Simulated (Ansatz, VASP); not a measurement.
# Cross-check of Nb25Sn7 between VASP and Ansatz

Wanted: the spread between two codes on one cell, functional and k mesh. The structure shown is the end of the VASP relaxation below.

Main program and level: Ansatz 0.2.0; plane waves, with VASP 6.6.1 beside it; single point at PBEsol.

## (1) Starting point

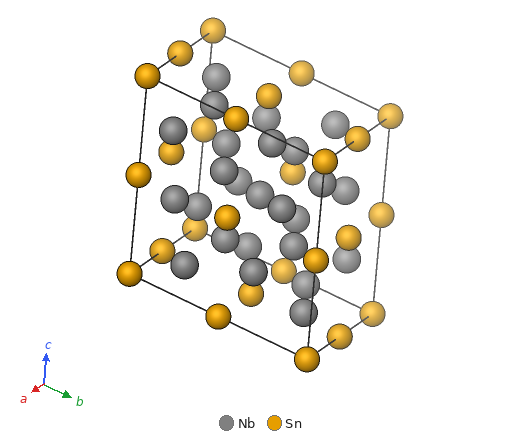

The starting structure, seen slightly off an axis (niobium grey, tin orange). Some periodic images of atoms are drawn too.

The cell holds 32 atoms: 25 Nb and 7 Sn. Its edges and angles: a = 9.139 Å, b = 9.139 Å, c = 9.139 Å, α = 109.5°, β = 109.5°, γ = 109.5°. It derives from Nb3Sn. Nearest the centre at fractional (0.500, 0.500, 0.500): Nb1 at 0.00 Å, Nb11 at 2.93 Å, Nb9 at 2.93 Å, Nb2 at 2.93 Å, Nb16 at 2.93 Å, Nb6 at 2.93 Å, Nb5 at 2.93 Å, Nb18 at 2.93 Å.

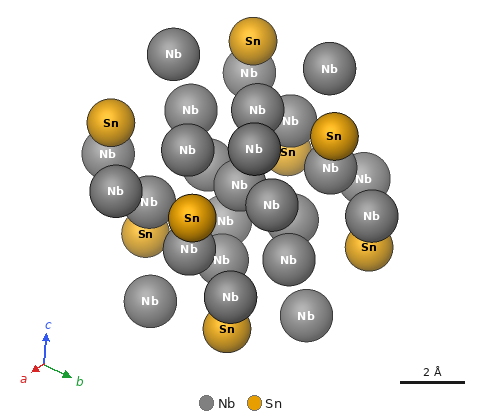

The atoms within 5 Å of the centre.

## (2) VASP: relaxation, PBEsol

This run makes the geometry at which the two programs are then compared.

Lines of VASP's logs that name or quote its potential files are left out, and so is its time.

The input, INCAR:

```
SYSTEM = Nb25Sn7
PREC = Normal
ENCUT = 300
EDIFF = 1E-05
NELM = 120
ISMEAR = 1
SIGMA = 0.2
LREAL = Auto
ALGO = Fast
GGA = PS
NBANDS = 176
LASPH = .TRUE.
LORBIT = 11
LWAVE = .FALSE.
LCHARG = .TRUE.
KPAR = 4
NCORE = 2
IBRION = 2
NSW = 50
ISIF = 2
EDIFFG = -0.03
POTIM = 0.4
MAXMIX = 40
ISYM = 2
```

The input, POSCAR:

```
Nb25Sn7
1.0
   -5.2761792200      5.2761792200      5.2761792200
    5.2761792200     -5.2761792200      5.2761792200
    5.2761792200      5.2761792200     -5.2761792200
Nb Sn
25 7
Direct
    0.5000000000      0.5000000000      0.5000000000
    0.3750000000      0.1250000000      0.2500000000
    0.8750000000      0.6250000000      0.2500000000
    0.8750000000      0.1250000000      0.7500000000
    0.3750000000      0.6250000000      0.7500000000
    0.6250000000      0.3750000000      0.2500000000
    0.1250000000      0.8750000000      0.2500000000
    0.1250000000      0.3750000000      0.7500000000
    0.6250000000      0.8750000000      0.7500000000
    0.1250000000      0.2500000000      0.3750000000
    0.6250000000      0.7500000000      0.3750000000
    0.6250000000      0.2500000000      0.8750000000
    0.1250000000      0.7500000000      0.8750000000
    0.2500000000      0.6250000000      0.3750000000
    0.7500000000      0.1250000000      0.3750000000
    0.7500000000      0.6250000000      0.8750000000
    0.2500000000      0.1250000000      0.8750000000
    0.3750000000      0.2500000000      0.6250000000
    0.8750000000      0.7500000000      0.6250000000
    0.8750000000      0.2500000000      0.1250000000
    0.3750000000      0.7500000000      0.1250000000
    0.2500000000      0.3750000000      0.1250000000
    0.7500000000      0.8750000000      0.1250000000
    0.7500000000      0.3750000000      0.6250000000
    0.2500000000      0.8750000000      0.6250000000
    0.0000000000      0.0000000000      0.5000000000
    0.0000000000      0.5000000000      0.0000000000
    0.5000000000      0.0000000000      0.0000000000
    0.0000000000      0.0000000000      0.0000000000
    0.5000000000      0.5000000000      0.0000000000
    0.5000000000      0.0000000000      0.5000000000
    0.0000000000      0.5000000000      0.5000000000
```

The input, KPOINTS:

```
Automatic mesh
0
Gamma
3 3 3
0 0 0
```

PAW data sets: Nb_pv and Sn (PBE family, release 64).

Started as:

```console
mpirun -np 8 vasp_std
```

Numbers of over 12 decimals in the logs are rounded to 6 here.

The program printed:

```text
[banner, memory and clock lines left out]
running    8 mpi-ranks, on    1 nodes
[...]
|                                                                             |
|               ----> ADVICE to this user running VASP <----                  |
|                                                                             |
|     You enforced a specific xc type in the INCAR file but a different       |
|     [... a line on the potential file left out ...]
|     I HOPE YOU KNOW WHAT YOU ARE DOING!                                     |
|                                                                             |

 LDA part: xc-table for (Slater+PW92), standard interpolation
 POSCAR, INCAR and KPOINTS ok, starting setup
[...]
entering main loop
       N       E                     dE             d eps       ncg     rms          rms(c)
DAV:   1     0.307298481618E+04    0.30730E+04   -0.10946E+05  1496   0.125E+03
DAV:   2    -0.200530616155E+02   -0.30930E+04   -0.30294E+04  1496   0.694E+02
DAV:   3    -0.291918835161E+03   -0.27187E+03   -0.25567E+03  2392   0.157E+02
DAV:   4    -0.320600576602E+03   -0.28682E+02   -0.26059E+02  2304   0.419E+01
[...]
RMM:  30    -0.306482699291E+03   -0.14811E-04   -0.14770E-04   696   0.852E-03    0.538E-03
RMM:  31    -0.306482711509E+03   -0.12218E-04   -0.12458E-04   676   0.711E-03    0.639E-03
RMM:  32    -0.306482718434E+03   -0.69250E-05   -0.67672E-05   660   0.651E-03
   1 F= -.30648272E+03 E0= -.30647263E+03  d E =-.306483E+03
[... from here on, the cycles between the ionic steps are left out ...]
   2 F= -.30653959E+03 E0= -.30652813E+03  d E =-.568693E-01
   3 F= -.30654774E+03 E0= -.30653516E+03  d E =-.650240E-01
   4 F= -.30655333E+03 E0= -.30654105E+03  d E =-.706094E-01
   5 F= -.30655331E+03 E0= -.30654101E+03  d E =-.705949E-01
   6 F= -.30655616E+03 E0= -.30654414E+03  d E =-.284370E-02
   7 F= -.30655783E+03 E0= -.30654612E+03  d E =-.451619E-02
[...]
reached required accuracy - stopping structural energy minimisation
```

Parts of OUTCAR (step 2):

```text
  Total       -4.4530576     -4.4530576     -4.4530576      0.0000000      0.0000000     -0.0000000
  in kB      -12.1436793    -12.1436793    -12.1436793      0.0000000      0.0000000     -0.0000000
  external PRESSURE =     -12.1436793 kB  Pullay stress =       0.0000000 kB

 POSITION                                       TOTAL-FORCE (eV/Angst)
 -----------------------------------------------------------------------------------
      2.63809      2.63809      2.63809         0.000000     -0.000000     -0.000000
      0.01559      2.63809      1.33937        -0.004408     -0.000000     -0.015347
      0.01610      2.63809      6.60305         0.018540     -0.000000      0.008303
     -0.01610      7.91427      1.32687        -0.018540     -0.000000      0.008303
      5.26059      2.63809      1.33937         0.004408     -0.000000     -0.015347
      0.01559      2.63809      3.93681        -0.004408      0.000000      0.015347
      5.29228     -2.63809      3.94931         0.018540     -0.000000     -0.008303
      5.26008      2.63809     -1.32687        -0.018540      0.000000     -0.008303
      5.26059      2.63809      3.93681         0.004408      0.000000      0.015347
      2.63809      1.33937      0.01559        -0.000000     -0.015347     -0.004408
      2.63809      1.33937      5.26059         0.000000     -0.015347      0.004408
      2.63809      6.60305      0.01610        -0.000000      0.008303      0.018540
      7.91427      1.32687     -0.01610         0.000000      0.008303     -0.018540
      3.93681      0.01559      2.63809         0.015347     -0.004408     -0.000000
[...]
-----------------------------------------------------------------------------------
    total drift:                               -0.000000     -0.000000      0.000000

  FREE ENERGIE OF THE ION-ELECTRON SYSTEM (eV)
  ---------------------------------------------------
  free  energy   TOTEN  =      -306.5578294876 eV

  energy  without entropy=     -306.5227157266  energy(sigma->0) =     -306.54612490

 reached required accuracy - stopping structural energy minimisation

[... 3 further parts left out ...]
[key lines of the parts left out:]
E-fermi :   5.7023
```

## (3) Ansatz: single point, PBEsol

Ansatz runs on its default PAW (the set named soft_2) files.

The same cell, functional, mesh and smearing now go to Ansatz, which takes its cutoff from its data sets.

The input, input.yaml:

```yaml
crystal:
  lattice:
    - [-5.27617922, 5.27617922, 5.27617922]
    - [5.27617922, -5.27617922, 5.27617922]
    - [5.27617922, 5.27617922, -5.27617922]
  atoms:
    - { symbol: Nb, position: [0.5, 0.5, 0.5] }
    - { symbol: Nb, position: [0.37692615, 0.12840339, 0.25147724] }
    - { symbol: Nb, position: [0.87574178, 0.62726718, 0.2515254] }
    - { symbol: Nb, position: [0.87574178, 0.12421637, 0.7484746] }
    - { symbol: Nb, position: [0.37692615, 0.62544891, 0.74852276] }
    - { symbol: Nb, position: [0.62307385, 0.37455109, 0.25147724] }
    - { symbol: Nb, position: [0.12425822, 0.87578363, 0.2515254] }
    - { symbol: Nb, position: [0.12425822, 0.37273282, 0.7484746] }
    - { symbol: Nb, position: [0.62307385, 0.87159661, 0.74852276] }
    - { symbol: Nb, position: [0.12840339, 0.25147724, 0.37692615] }
    - { symbol: Nb, position: [0.62544891, 0.74852276, 0.37692615] }
    - { symbol: Nb, position: [0.62726718, 0.2515254, 0.87574178] }
    - { symbol: Nb, position: [0.12421637, 0.7484746, 0.87574178] }
    - { symbol: Nb, position: [0.25147724, 0.62307385, 0.37455109] }
    - { symbol: Nb, position: [0.7484746, 0.12425822, 0.37273282] }
    - { symbol: Nb, position: [0.74852276, 0.62307385, 0.87159661] }
    - { symbol: Nb, position: [0.2515254, 0.12425822, 0.87578363] }
    - { symbol: Nb, position: [0.37455109, 0.25147724, 0.62307385] }
    - { symbol: Nb, position: [0.87159661, 0.74852276, 0.62307385] }
    - { symbol: Nb, position: [0.87578363, 0.2515254, 0.12425822] }
    - { symbol: Nb, position: [0.37273282, 0.7484746, 0.12425822] }
    - { symbol: Nb, position: [0.25147724, 0.37692615, 0.12840339] }
    - { symbol: Nb, position: [0.7484746, 0.87574178, 0.12421637] }
    - { symbol: Nb, position: [0.74852276, 0.37692615, 0.62544891] }
    - { symbol: Nb, position: [0.2515254, 0.87574178, 0.62726718] }
    - { symbol: Sn, position: [0.0, 0.0, 0.5] }
    - { symbol: Sn, position: [0.0, 0.5, 0.0] }
    - { symbol: Sn, position: [0.5, 0.0, 0.0] }
    - { symbol: Sn, position: [0.0, 0.0, 0.0] }
    - { symbol: Sn, position: [0.5, 0.5, 0.0] }
    - { symbol: Sn, position: [0.5, 0.0, 0.5] }
    - { symbol: Sn, position: [0.0, 0.5, 0.5] }
hamiltonian:
  xc: pbesol
  pseudopotentials: { kind: paw }
kpoints:
  mp_grid: { grid: [3, 3, 3] }
scf:
  occupations: { method: methfessel_paxton, width: 0.2 }
  n_extra_bands: 12
output:
  forces: true
  eigenvalues: true
  write_density: true
  write_potential: true
  elf: true
  volumetric_format: npy
```

Started as:

```console
ansatz run input.yaml --threads 8 --pin off --max-ram 18432MiB --backend cpu --events-out ev --progress --plain --runs-dir out
```

The program printed:

```text
scf.n_extra_bands = 12 over 212 filled bands (N_el = 423.0): the run solves 224 bands
Engine: ansatz 0.2.0, aarch64-unknown-linux-gnu
Pseudopotentials: kind: paw
Pseudopotential: Nb, paw, valence charge 13, recommended cutoff 420 eV (normal), Nb.paw.azcp
Pseudopotential: Sn, paw, valence charge 14, recommended cutoff 420 eV (normal), Sn.paw.azcp
Functional definition: PBEsol
  exchange = pbesol_x
  correlation = pbesol_c
Crystal: 32 atoms, lattice volume = 587.515 Å³
Basis set: ecut = 420 eV, 11489 PW (Γ), exchange–correlation on 128×128×128 points (8 copies of the dense FFT grid, shifted against one another)
Bands: 224, of which v1, the nominal top of the filled ones, is band 212 counted from 1 (211 counted from 0)
Symmetry: 24 space group operations
Space group: Im-3 (ITA 204), of the structure as read, at distance tolerance 8.4e-5 Å
k-points: 4 of 27
Non-local potential: Nb, projectors of the file, l = 0: 3, l = 1: 2, l = 2: 2, l = 3: 1
Non-local potential: Sn, projectors of the file, l = 0: 2, l = 1: 2, l = 2: 2, l = 3: 2
PAW form: soft (Blöchl's): semilocal exchange-correlation on the pseudo side does not see the compensation charge
PAW frozen core: Nb, regenerated for the run's functional, and the local potential with it (the file was generated under x = pbe(κ = 0.804, μ = 0.219515), c = pbe(β = 0.066725))
PAW frozen core: Sn, regenerated for the run's functional, and the local potential with it (the file was generated under x = pbe(κ = 0.804, μ = 0.219515), c = pbe(β = 0.066725))
PAW one-centre angular grid: Nb, 590 points (default); XC on 64 Gauss nodes
PAW one-centre angular grid: Sn, 590 points (default); XC on 64 Gauss nodes
Initial density: superposition of atomic densities (neutral atoms: chi_scale 0, normalization atom), corrected by the library's trained network
Initial wavefunctions: pseudopotential atomic-orbital guess
Functional: x = pbesol(κ = 0.804, μ = 0.123457), c = pbesol(β = 0.046)
SCF iter   1: F=—  HF=-154041.385747 eV  |F-HF|=—  |Δ(HF+E_count)|=         —  Δρ=6.17e-3  dr2=3.27e-1  ethr=1.77e-3  ⟨swp⟩=5.5  Hψ=3486  notcnv=0
preconditioner: auto → Kerker (q_TF=auto, 2.583 Å⁻¹)  [metal: Δε(μ)=0.013 eV  Ē_g=8.904 eV  σ=0.200 eV  W_gap=0.06  n_scr=176 (ndim 8)  ℏωp=22.9 eV  f_vac=0.000  D(μ)=36.22/eV (n_scr^D=368)]
SCF iter   2: F=—  HF=-154041.334579 eV  |F-HF|=—  |Δ(HF+E_count)|=   5.12e-2  S|Δr|=    0.00e0  Δρ=3.38e-3  dr2=8.50e-2  ethr=7.74e-5  ⟨swp⟩=1.2  Hψ=1140  notcnv=0
SCF iter   3: F=—  HF=-154041.312105 eV  |F-HF|=—  |Δ(HF+E_count)|=   2.25e-2  S|Δr|=    0.00e0  Δρ=8.46e-4  dr2=1.36e-2  ethr=2.01e-5  ⟨swp⟩=2.0  Hψ=1185  notcnv=0
SCF iter   4: F=—  HF=-154041.310921 eV  |F-HF|=—  |Δ(HF+E_count)|=   1.18e-3  S|Δr|=    0.00e0  Δρ=2.87e-4  dr2=6.19e-4  ethr=3.22e-6  ⟨swp⟩=2.0  Hψ=1131  notcnv=0
SCF iter   5: F=—  HF=-154041.310815 eV  |F-HF|=—  |Δ(HF+E_count)|=   1.06e-4  S|Δr|=    0.00e0  Δρ=1.08e-4  dr2=1.70e-4  ethr=1.46e-7  ⟨swp⟩=2.2  Hψ=1453  notcnv=0
SCF iter   6: F=—  HF=-154041.310783 eV  |F-HF|=—  |Δ(HF+E_count)|=   3.16e-5  S|Δr|=    0.00e0  Δρ=3.45e-5  dr2=2.50e-5  ethr=4.01e-8  ⟨swp⟩=2.0  Hψ=1165  notcnv=0
SCF iter   7: F=—  HF=-154041.308941 eV  |F-HF|=—  |Δ(HF+E_count)|=   1.84e-3  S|Δr|=    0.00e0  Δρ=9.82e-6  dr2=1.36e-6  ethr=5.90e-9  ⟨swp⟩=2.0  Hψ=1119  notcnv=0
SCF iter   8: F=—  HF=-154041.308941 eV  |F-HF|=—  |Δ(HF+E_count)|=   2.84e-7  S|Δr|=    0.00e0  Δρ=2.77e-6  dr2=1.11e-7  ethr=3.20e-10  ⟨swp⟩=2.0  Hψ=1357  notcnv=0
SCF iter   9: F=-154041.308941 eV  HF=-154041.308941 eV  |F-HF|=6.37e-9  |Δ(HF+E_count)|=   2.87e-8  S|Δr|=    0.00e0  Δρ=7.21e-7  dr2=7.10e-9  ethr=2.36e-11  ⟨swp⟩=8.8  Hψ=5286  notcnv=0
SCF 1 converged in 9 iterations: F = -154041.308941 eV  dr2 = 7.10e-9
  greatest PAW one-centre occupation: 0.998 electrons in one spin orbital (limit 2), on the Nb atom at site 0 (counted from 0), in its partial waves of l = 0
SCF converged after 9 iterations
Stability not checked: this state was not tested for a lower state beside it, because cold or Methfessel-Paxton smearing, or corrected tetrahedra, fill the levels in a way that the test cannot read (fill_not_monotonic; see scf.lower_state_search)
Free energy (F): -154041.308941 eV
Harris-Foulkes:  -154041.308941 eV  (|F-HF|=6.37e-9)
Internal energy: -154041.274364 eV  (E = F + TS)
E sigma→0 (E₀):  -154041.300296 eV
Entropy (-TS):   -0.034577 eV (-1.081 meV/atom)
Fermi energy:    17.261428 eV
--- Per-component energies (eV) ---
  E_band       = -1824.683259
  E_kinetic    = 11203.685032
  E_local      = -21671.237412  (includes V_loc(G=0)·N_el)
  E_nonlocal   = 2837.224355
  E_hartree    = 8525.901585
  E_xc         = -7020.208481
  E_vxc        = -5998.788372  (∫ρ·V_xc dr)
  E_paw        = -103928.602605  (= ΣΔE_a)
  E_vpaw       = -5247.372746  (= ΣTr[D̂ρ^β])
  E_aug_tail   = 0.000128  (compensation charges beyond the density's cutoff)
  E_ewald      = -43994.748568
  E_core_change = 6.711602  (= ΣΔE_core)
  E_smearing   = -0.034577  (= −TS)
  E_closure    = -0.000000  (closes the sum)
  Σ components = -154041.308941   (vs F -154041.308941, Δ=0.00e0)
--- Forces (eV/Å), atoms counted from 1 ---
  atom   1  Nb     0.00000000    -0.00000000     0.00000000
  atom   2  Nb     0.01623619     0.00000000     0.03903609
  atom   3  Nb     0.01199379     0.00000000     0.03957813
  atom   4  Nb    -0.01199379     0.00000000     0.03957813
  atom   5  Nb    -0.01623619     0.00000000     0.03903609
  atom   6  Nb     0.01623619    -0.00000000    -0.03903609
  atom   7  Nb     0.01199379    -0.00000000    -0.03957813
  atom   8  Nb    -0.01199379    -0.00000000    -0.03957813
  atom   9  Nb    -0.01623619    -0.00000000    -0.03903609
  atom  10  Nb    -0.00000000     0.03903609     0.01623619
  atom  11  Nb    -0.00000000     0.03903609    -0.01623619
  atom  12  Nb     0.00000000     0.03957813     0.01199379
  atom  13  Nb     0.00000000     0.03957813    -0.01199379
  atom  14  Nb    -0.03903609     0.01623619    -0.00000000
  atom  15  Nb    -0.03957813    -0.01199379     0.00000000
  atom  16  Nb    -0.03903609    -0.01623619     0.00000000
  atom  17  Nb    -0.03957813     0.01199379     0.00000000
  atom  18  Nb     0.00000000    -0.03903609     0.01623619
  atom  19  Nb     0.00000000    -0.03903609    -0.01623619
  atom  20  Nb    -0.00000000    -0.03957813     0.01199379
  atom  21  Nb    -0.00000000    -0.03957813    -0.01199379
  atom  22  Nb     0.03903609     0.01623619    -0.00000000
  atom  23  Nb     0.03957813    -0.01199379     0.00000000
  atom  24  Nb     0.03903609    -0.01623619    -0.00000000
  atom  25  Nb     0.03957813     0.01199379    -0.00000000
  atom  26  Sn    -0.00000000    -0.00000000     0.00000000
  atom  27  Sn    -0.00000000    -0.00000000    -0.00000000
  atom  28  Sn     0.00000000     0.00000000     0.00000000
  atom  29  Sn     0.00000000    -0.00000000     0.00000000
  atom  30  Sn     0.00000000    -0.00000000    -0.00000000
  atom  31  Sn     0.00000000    -0.00000000     0.00000000
  atom  32  Sn     0.00000000    -0.00000000     0.00000000
  max |Σ_I F_I| component: 3.56e-17 eV/Å
--- Band table (eV) ---
  k-point 0: bands = [... 208 lower, 17.4270, 17.4671, 17.4671, 17.4856, 17.6988, 17.6988, 17.6988, 17.7401, ... 8 higher]
  k-point 1: bands = [... 208 lower, 17.1566, 17.2152, 17.2509, 17.2689, 17.3415, 17.4248, 17.4873, 17.6373, ... 8 higher]
  k-point 2: bands = [... 208 lower, 17.0059, 17.1209, 17.1209, 17.1390, 17.1944, 17.1944, 17.4813, 17.4813, ... 8 higher]
  k-point 3: bands = [... 208 lower, 17.0446, 17.1302, 17.1965, 17.2398, 17.2921, 17.3184, 17.3743, 17.5664, ... 8 higher]
```

It took 20 s on 8 threads of Arm Neoverse N1, shared host; peak memory 2.7 GiB; 2 min of CPU time.

In the SCF lines HF is the Harris–Foulkes energy and dr2 the Hartree energy of the density residual, in eV; the loop may stop once dr2 is under the threshold and the program's other checks hold. Hψ counts applications of the Hamiltonian.

## (4) Differences

Known differences besides the PAW data sets themselves: the data sets hold 423 valence electrons in Ansatz (default PAW (the set named soft_2) files) and 303 in VASP; the cutoff is 420 eV in Ansatz and 300 eV in VASP (PREC = Normal, projectors in real space); Ansatz makes its cores anew for this functional, VASP keeps those of its PBE data sets. Total energies have different zeros and are not compared.

At this near-relaxed geometry the largest component of a force difference is 54 meV/Å.

## (5) Looking for the cause

The difference is large enough to ask for its cause, so further runs change the set-up of one program at a time, as the table lists.

| run | r.m.s. force difference (meV/Å) |
| --- | --- |
| as above | 23 |
| cores kept as stored, as VASP does, whose cores stay as stored | 23 |
| Ansatz's larger PAW set (cutoff 770 eV) | 24 |
| norm-conserving potentials (cutoff 1116 eV) | 22 |

## (6) Results

```yaml
r_m_s_force_difference_single_point_pbesol: 23 meV/Å
```

**Reading.** The r.m.s. force difference is 23 meV/Å (single point, PBEsol), beyond the 12 meV/Å picked in this series as the mark of a large difference. For single point, PBEsol: no further run halves the r.m.s. force difference; only Ansatz's side was varied, and Ansatz's runs with other potentials lie closer to each other than to VASP, which for this quantity points to VASP's side; this was not tested here. How closely two codes agree says nothing of how well the functional describes the real material.

[Lines on the potential files, build, host, timing and source positions are cut from VASP's logs without a mark.]

[Logs are printed without paths, hosts, clocks, repeated set-up lines and the standing remarks that a program may print on its own settings, such as how far it seeks lower states.]

[Hosts, paths, dates, database ids (printed as entryN), source tags and the programs' standing remarks are cut or masked in the printed files.]
